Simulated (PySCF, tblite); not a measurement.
# C₄H₃F₃N₂OS: geometry, infrared bands and NMR shifts

Wanted: the infrared bands and NMR shifts of C₄H₃F₃N₂OS (`COc1nnsc1C(F)(F)F`), by calculation.

The runs use tblite 0.8.0 and PySCF 2.14.0, with density-fitted response routines of our own; the level of theory stands in each step. All values are computed, except where a source is named. Atoms are numbered from 0 throughout.

## (1) The starting structure

14 atoms, charge 0, multiplicity 1; geometry from: force field or distance geometry start.

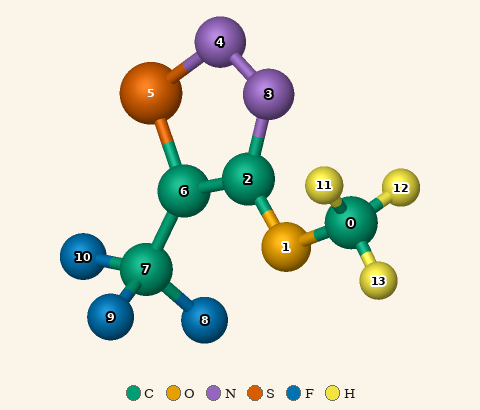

As it starts; carbon teal, oxygen amber, nitrogen purple, sulfur orange, fluorine blue, hydrogen yellow, atoms numbered.

## (2) Optimising the geometry with GFN2-xTB

The job: settings as JSON, then the geometry in Å.

```
{"job": {"kind": "relax", "xc": "GFN2-xTB", "basis": "xTB"}, "charge": 0, "multiplicity": 1}
C      2.240800    -0.830200    -0.120600
O      0.806500    -0.836300    -0.220300
C      0.273300     0.349400     0.126300
N      0.974500     1.488500     0.504600
N      0.173900     2.498200     0.784900
S     -1.443800     2.121700     0.560200
C     -1.103400     0.519300     0.085900
C     -2.151500    -0.432000    -0.263400
F     -2.020300    -0.892100    -1.540300
F     -2.156700    -1.529800     0.544500
F     -3.410400     0.091200    -0.182900
H      2.555900    -0.630700     0.908200
H      2.659600    -0.097300    -0.804100
H      2.600800    -1.820300    -0.405100
```

Run with:

```console
> OMP_NUM_THREADS=1 python probes_run.py task.json out
```

This one command runs all jobs of the session in turn.

The program printed:

```text
step      E/eV     max force
  0   -1018.22482    2.887
  1   -1018.43996    1.082
  2   -1018.47420    0.384
  3   -1018.49093    0.296
  4   -1018.49675    0.203
  5   -1018.50280    0.170
  6   -1018.50554    0.115
  7   -1018.50717    0.092
  8   -1018.50806    0.078
  9   -1018.50857    0.061
 10   -1018.50879    0.042
 11   -1018.50891    0.027
 12   -1018.50899    0.020
 13   -1018.50904    0.017
 14   -1018.50906    0.011
 15   -1018.50907    0.010
```

It took 0.11 s on 1 thread of Arm Neoverse V1, shared host.

The steps of the relaxation:

```csv
step,energy from step 0 (eV),largest force (eV/Å)
0,0.0000,2.8868
1,-0.2151,1.0825
2,-0.2494,0.3838
3,-0.2661,0.2961
4,-0.2719,0.2030
5,-0.2780,0.1701
6,-0.2807,0.1151
7,-0.2823,0.0921
8,-0.2832,0.0776
9,-0.2837,0.0607
10,-0.2840,0.0424
11,-0.2841,0.0266
12,-0.2842,0.0197
13,-0.2842,0.0172
14,-0.2842,0.0110
15,-0.2842,0.0096
```

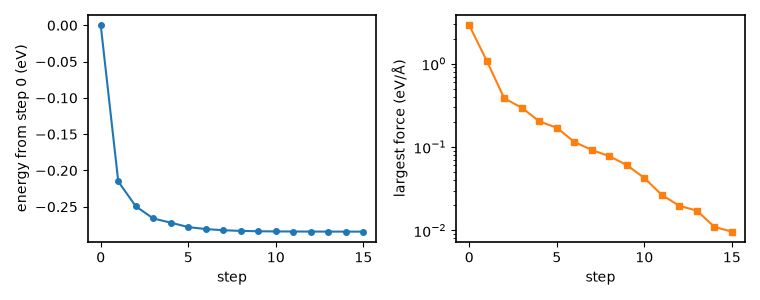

Energy and largest force along the relaxation.

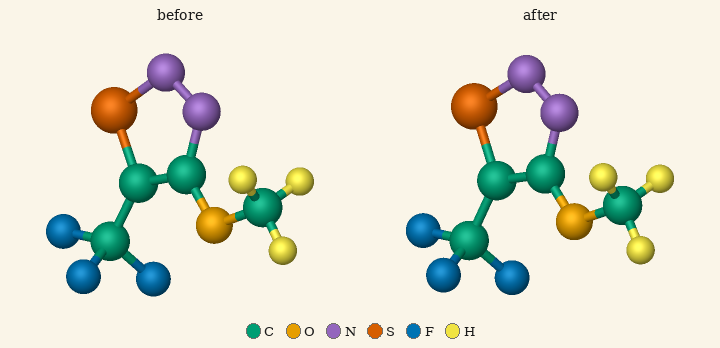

Before and after, at one scale.

Distances of close pairs at the start and the end, largest changes first:

```csv
bond,before (Å),after (Å),change (Å)
N3–N4,1.319,1.263,-0.056
C2–N3,1.390,1.346,-0.044
N4–S5,1.676,1.634,-0.042
C7–F10,1.366,1.341,-0.025
C6–C7,1.458,1.482,+0.024
O1–C2,1.345,1.321,-0.024
C7–F8,1.364,1.343,-0.021
C7–F9,1.363,1.343,-0.020
```

The end geometry stands in the next job.

## (3) Harmonic vibrations with GFN2-xTB

The job: settings as JSON, then the geometry in Å.

```
{"job": {"kind": "ir", "xc": "GFN2-xTB", "basis": "xTB"}, "charge": 0, "multiplicity": 1}
C      2.256510    -0.821671    -0.116172
O      0.838085    -0.802443    -0.201479
C      0.254915     0.340060     0.115961
N      0.923604     1.443901     0.496847
N      0.188622     2.436933     0.759036
S     -1.411629     2.162263     0.578395
C     -1.124974     0.544814     0.096609
C     -2.168314    -0.442159    -0.269407
F     -2.025855    -0.897570    -1.524465
F     -2.154580    -1.522391     0.528203
F     -3.402632     0.075955    -0.188948
H      2.582663    -0.610799     0.904030
H      2.692230    -0.081384    -0.789745
H      2.550678    -1.825980    -0.411032
```

The program printed:

```text
mode    cm-1     km/mol
  1      14.6      0.14
  2      93.5      1.02
  3      97.3      0.22
  4     127.3      7.17
  5     127.9      2.67
  6     204.0      8.83
  7     233.9      0.44
  8     316.4      7.45
  9     317.5      5.49
 10     392.4     12.91
 11     449.9      6.87
 12     478.4      0.92
 13     509.5      5.01
 14     567.5      8.15
 15     610.8     27.90
 16     678.9     21.17
 17     702.1      9.59
 18     716.7     23.91
 19     824.3     36.17
 20     970.6     20.23
 21    1007.4     87.64
 22    1035.3    316.42
 23    1057.6    221.49
 24    1105.5    154.85
 25    1120.2      1.75
 26    1145.6      1.88
 27    1228.2     96.34
 28    1354.5     58.55
 29    1376.8    106.45
 30    1404.3     91.96
 31    1439.7     11.65
 32    1459.3     18.09
 33    1516.9    595.47
 34    2978.8     12.98
 35    2989.1     13.35
 36    3045.2      4.08
```

It took 0.52 s on 1 thread of Arm Neoverse V1, shared host.

Which atoms move in the most intense modes:

```csv
cm⁻¹,km/mol,atoms
1007,87.6,"C7 31 %, C6 18 %, F9 11 %, N3 11 %"
1035,316.4,"C7 74 %, F8 13 %, F9 12 %"
1058,221.5,"C7 67 %, F10 21 %"
1106,154.8,"O1 37 %, C6 29 %, C0 18 %"
1228,96.3,"C7 29 %, C2 28 %, N3 22 %, C6 13 %"
1377,106.5,"C2 21 %, H13 17 %, H12 16 %, H11 16 %"
1404,92.0,"C2 19 %, H13 16 %, H12 12 %, H11 12 %"
1517,595.5,"C2 57 %, C6 24 %"
```

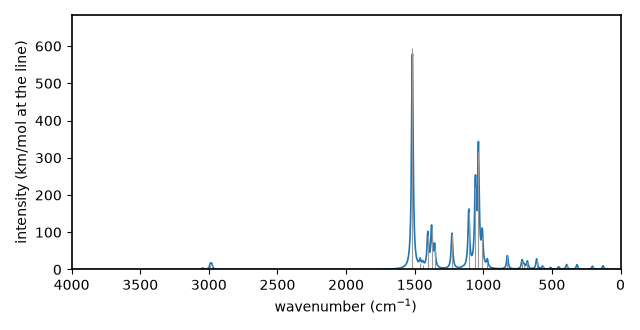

The infrared spectrum from these modes, unscaled. Lines are broadened to a width of 14 cm⁻¹ (Lorentzian).

## (4) Shielding tensors: PBE0/pcSseg-1

Settings changed since step 3:

```diff
@@ -1,2 +1,2 @@
-{"job": {"kind": "ir", "xc": "GFN2-xTB", "basis": "xTB"}, "charge": 0, "multiplicity": 1}
+{"job": {"kind": "nmr", "xc": "PBE0", "basis": "pcSseg-1"}, "charge": 0, "multiplicity": 1}
 C      2.256510    -0.821671    -0.116172
```

Level: GIAO PBE0/pcSseg-1 NMR shielding, non-relativistic, gas phase.

The program printed:

```text
coarse grid: 14296 points
cycle   1  E = -1035.4890814434  dE =  2.350e+00  |g| = 1.002e+00  |ddm| = 3.968e+00
cycle   2  E = -1035.2668955369  dE =  2.222e-01  |g| = 1.552e+00  |ddm| = 1.695e+00
cycle   3  E = -1035.6500396541  dE = -3.831e-01  |g| = 2.136e-01  |ddm| = 1.206e+00
cycle   4  E = -1035.6574249703  dE = -7.385e-03  |g| = 1.191e-01  |ddm| = 3.018e-01
cycle   5  E = -1035.6607441120  dE = -3.319e-03  |g| = 3.559e-02  |ddm| = 1.576e-01
cycle   6  E = -1035.6610012658  dE = -2.572e-04  |g| = 9.060e-03  |ddm| = 3.661e-02
cycle   7  E = -1035.6610159287  dE = -1.466e-05  |g| = 1.875e-03  |ddm| = 8.026e-03
cycle   8  E = -1035.6610164761  dE = -5.474e-07  |g| = 8.933e-04  |ddm| = 2.513e-03
final grid: 140704 points
cycle   9  E = -1035.7540562586  dE = -3.514e-05  |g| = 1.340e-02  |ddm| = 3.706e-02
cycle  10  E = -1035.7539844396  dE =  7.182e-05  |g| = 2.262e-02  |ddm| = 2.937e-02
cycle  11  E = -1035.7540912144  dE = -1.068e-04  |g| = 2.866e-03  |ddm| = 2.107e-02
cycle  12  E = -1035.7540930949  dE = -1.881e-06  |g| = 6.104e-04  |ddm| = 3.107e-03
cycle  13  E = -1035.7540931579  dE = -6.293e-08  |g| = 3.045e-04  |ddm| = 8.254e-04
cycle  14  E = -1035.7540931773  dE = -1.940e-08  |g| = 1.083e-04  |ddm| = 3.689e-04
cycle  15  E = -1035.7540931797  dE = -2.413e-09  |g| = 2.984e-05  |ddm| = 1.184e-04
cycle  16  E = -1035.7540931799  dE = -2.001e-10  |g| = 8.159e-06  |ddm| = 3.834e-05
converged SCF energy = -1035.7540931799

GIAO shielding tensors (ppm)
atom      isotropic    diamagn.    paramagn.     s11        s22        s33       span
  0 C      126.185     243.869    -117.684     98.632    102.249    177.674     79.042
  1 O      236.101     399.080    -162.979    131.836    264.274    312.191    180.355
  2 C       14.902     249.948    -235.046    -28.783     12.517     60.972     89.755
  3 N     -177.303     329.584    -506.887   -536.220   -156.250    160.561    696.780
  4 N     -182.507     320.128    -502.635   -538.222   -187.598    178.300    716.523
  5 S      -31.398    1056.106   -1087.504   -507.133    167.642    245.298    752.430
  6 C       56.492     268.014    -211.522     -3.732     50.457    122.749    126.481
  7 C       55.476     236.702    -181.226     48.800     55.729     61.900     13.100
  8 F      236.505     474.610    -238.106    164.940    217.898    326.677    161.737
  9 F      236.259     474.608    -238.350    164.678    217.527    326.571    161.893
 10 F      243.081     469.163    -226.081    180.891    201.856    346.497    165.606
 11 H       26.982      28.507      -1.526     23.621     24.191     33.133      9.513
 12 H       26.962      28.494      -1.532     23.577     24.201     33.108      9.530
 13 H       27.183      28.094      -0.910     22.836     25.896     32.818      9.983
```

It took 36 s on 1 thread of Arm Neoverse V1, shared host; peak memory 0.92 GiB.

Shifts follow as δ = σ(reference) − σ, with reference shieldings (ppm) from runs at the same level and on the same kind of geometry: 1H TMS 31.72, 13C TMS 186.9, 19F CFCl3 170.9, 15N NH3 267.7, 17O H2O 336.1, 33S CS2 504. The references are single molecules in the gas phase, so shifts against H2O, NH3, PH3, H3PO4 or CFCl3 are not on the usual liquid scales and can be off by tens of ppm. Atoms listed in one row are averaged.

```csv
atoms,environment,σ (ppm),δ (ppm),δ scaled to CDCl3
C2,aromatic carbon bearing oxygen,14.9,172.0,166.0
C7,CF3 carbon,55.5,131.4,126.4
C6,substituted aromatic carbon next to the ring sulfur,56.5,130.4,121.0
C0,methyl carbon bonded to O,126.2,60.7,57.4
"H11, H12, H13",hydrogen on a methyl carbon bonded to O,27.04,4.67,4.51
O1,ether oxygen,236.1,100.0,–
N4,pyridine-type nitrogen of an azole,-182.5,450.2,–
N3,pyridine-type nitrogen of an azole,-177.3,445.0,–
S5,aromatic ring sulfur,-31,535,–
"F8, F9, F10",fluorine of a CF3 group,238.6,-67.7,–
```

The scaled column applies a straight-line fit of computed shieldings to shifts measured in CDCl3, with any fitted terms for Cl, Br or S neighbours, and one for carbons that bear F (root-mean-square error 0.16 ppm for H, 1.9 ppm for C).

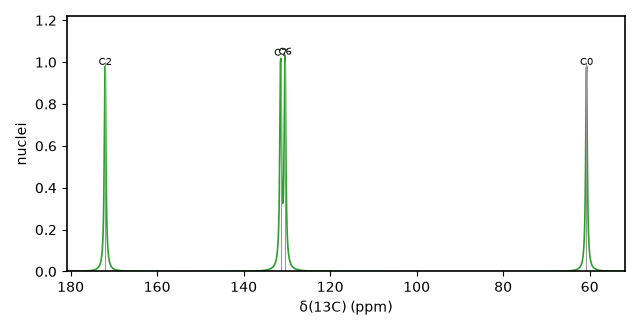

13C lines at the computed shifts, without couplings. Lines are broadened to a width of 0.45 ppm (Lorentzian).

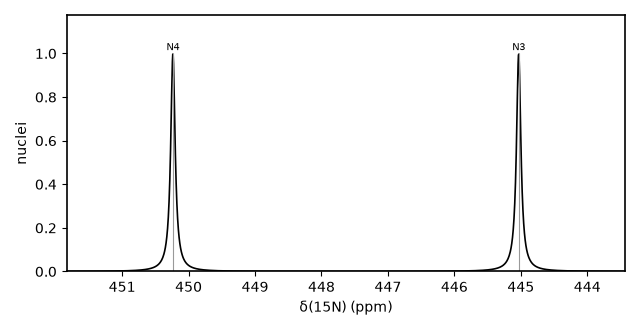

15N lines at the computed shifts, without couplings. Lines are broadened to a width of 0.08 ppm (Lorentzian).

The run also stored atomic charges by several schemes (e):

```csv
atoms,Mulliken,IAO,Hirshfeld,ESP fit
C0,-0.02,-0.21,-0.03,-0.23
O1,-0.46,-0.31,-0.09,-0.38
C2,0.60,0.29,0.11,0.89
N3,-0.26,-0.18,-0.10,-0.36
N4,-0.27,-0.30,-0.11,-0.20
S5,0.55,0.56,0.21,0.30
C6,-0.72,-0.31,-0.10,-0.50
C7,0.98,0.81,0.25,0.63
"F8, F9, F10",-0.26,-0.28,-0.10,-0.19
```

Mulliken charges:

C0 -0.02; O1 -0.46; C2 0.60; N3 -0.26; N4 -0.27; S5 0.55; C6 -0.72; C7 0.98; F8 -0.26; F9 -0.26; F10 -0.27; H11 0.12; H12 0.12; H13 0.14

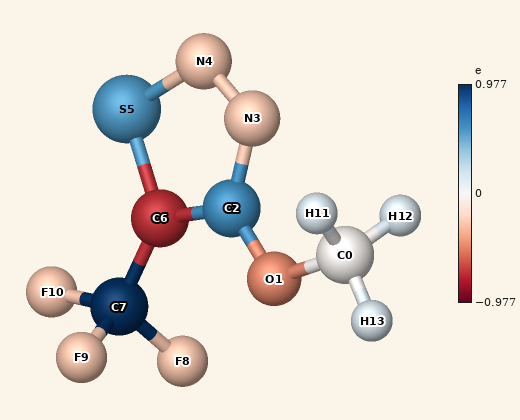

Mulliken charges, as colours on the atoms.

Mayer bond orders: C0–O1 0.87, O1–C2 1.13, C2–N3 1.27, N3–N4 1.49, N4–S5 1.19, S5–C6 1.21, C6–C7 0.95, C7–F8 1.02, C7–F9 1.02, C7–F10 0.99, C6–C2 1.30.

Ring of atoms C2, N3, N4, S5, C6: NICS(0) -12.1, NICS(1) -12.4, NICS(1)zz -28.3 ppm (means of both faces).

## (5) Outcome

| quantity | value |
| --- | --- |
| strongest single infrared mode (GFN2-xTB) | 1517 cm⁻¹, 595 km/mol |
| zero-point energy (GFN2-xTB) | 48.2 kcal/mol |
| 13C shifts against TMS (PBE0/pcSseg-1) | 172.0, 131.4, 130.4, 60.7 ppm |
| 1H shifts against TMS (PBE0/pcSseg-1, means over atoms taken as alike) | 4.67 ppm |
| 17O shifts against H2O (PBE0/pcSseg-1) | 100.0 ppm |
| 15N shifts against NH3 (PBE0/pcSseg-1) | 450.2, 445.0 ppm |
| 33S shifts against CS2 (PBE0/pcSseg-1) | 535 ppm |
| 19F shifts against CFCl3 (PBE0/pcSseg-1, means over atoms taken as alike) | -67.7 ppm |

In words: The optimisation took 15 steps and gained 0.284 eV; among the close pairs (by a distance rule), N3–N4 changed most, from 1.319 to 1.263 Å. No mode is imaginary among the 36: a minimum at this level. The strongest single mode, at 1517 cm⁻¹, moves mainly C2. GFN2-xTB is a fitted tight-binding method: band positions and strengths are rough. Its intensities can rank the bands wrongly. NICS(1)zz of -28 ppm above the planar ring from C2 marks a diatropic (aromatic) ring current.
